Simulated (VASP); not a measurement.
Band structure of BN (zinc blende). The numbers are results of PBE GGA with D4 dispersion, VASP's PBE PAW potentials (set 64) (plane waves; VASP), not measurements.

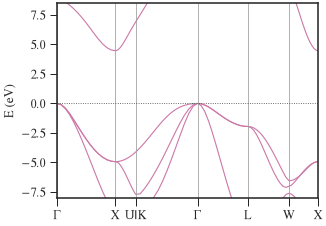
Figure. Bands along high-symmetry lines, zero at the valence-band maximum or, without a gap, the Fermi level

Question: Read the plot: is there a gap, and where are the band edges?

Answer: The gap is indirect, 4.47 eV, from the valence maximum at Γ to the conduction minimum at X. (Edges off the drawn lines would not show.)

Measured: gap 6.20 eV at 300 K (computed value off by -1.73 eV), as given by arXiv:1206.3780.

The compound is BN in the zinc blende structure. It was relaxed first.
